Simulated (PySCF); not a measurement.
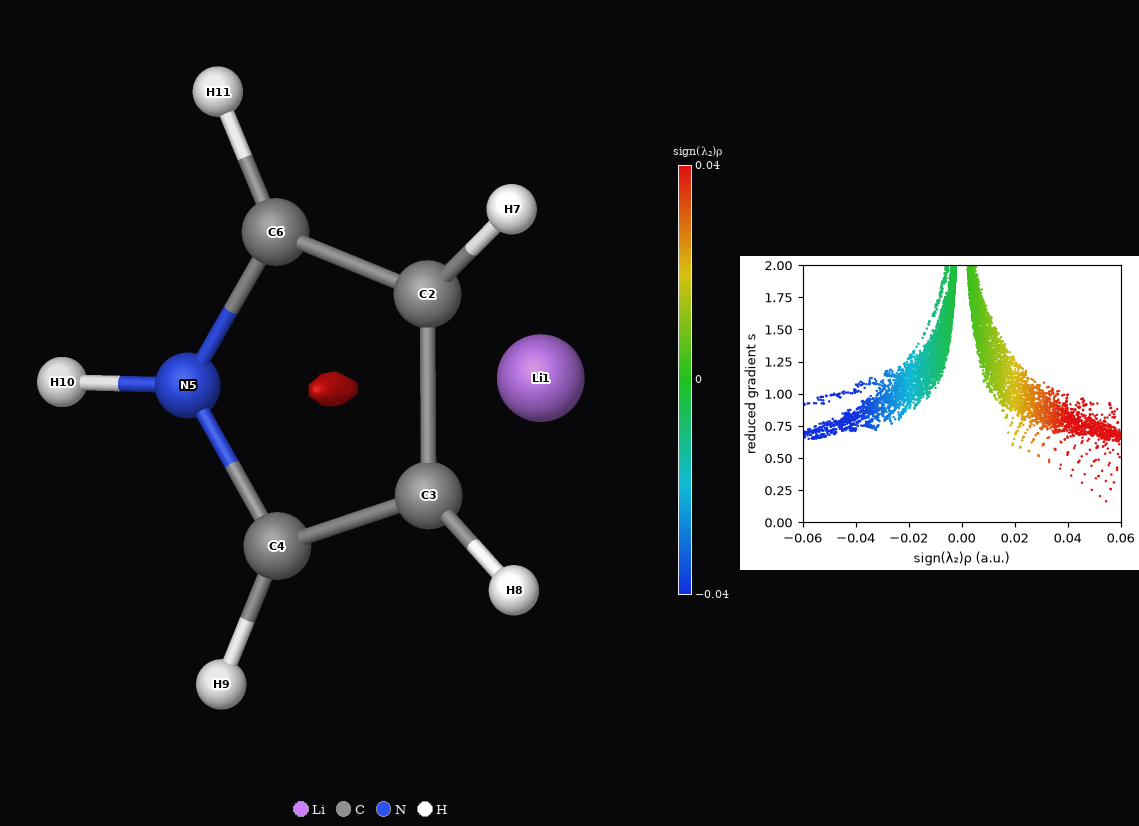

Figure 1: C4H5LiN, charge +1, SMILES `[Li+].c1cc[nH]c1`. Non-covalent interaction surfaces between the fragments (reduced density gradient s = 0.4, coloured by sign(λ₂)ρ in a.u.; trimmed to the region between the fragments where ρ is under 0.06 a.u.). Fragment A: Li(+1) (atom 1); fragment B: H5C4N. The plot gives s against sign(λ₂)ρ for grid points between the fragments.

PySCF calculation, BP86/def2-SVPD, gas phase; geometry: GFN2-xTB. GFN2-xTB bond lengths at metals and heavier atoms can be off by up to 0.1 Å and shapes distorted, which carries into these values.

Coordinates in Å:

```
Li1     -0.6693   -0.0005    1.8256
C2      -0.9165    0.7210   -0.2431
C3      -0.9291   -0.7036   -0.2447
C4       0.3784   -1.1143   -0.0998
N5       1.1614   -0.0095   -0.0038
C6       0.3981    1.1081   -0.0973
H7      -1.7420    1.3647   -0.4986
H8      -1.7658   -1.3321   -0.5016
H9       0.7957   -2.1044   -0.1647
H10      2.1720   -0.0184   -0.0166
H11      0.8327    2.0908   -0.1600
```

**Which interactions hold the two fragments together?**

Bond critical points between the fragments: Li1···C3, 2.20 Å, ρ = 0.023 a.u., a bond path close to vanishing (ellipticity 5.9). It appears blue-green. The pose is a local one from a semi-empirical search, not shown to be the most stable. With a charged fragment, long-range electrostatics, which these surfaces don't show, weighs heavily in the interaction energy.

**How strongly are they bound?**

The counterpoise-corrected interaction energy of the frozen fragments is −37.9 kcal/mol without dispersion correction and −39.7 kcal/mol with D3(BJ). D3 uses neutral-atom coefficients and tends to overbind metal cations. The pair geometry is semi-empirical, not a minimum at this level.
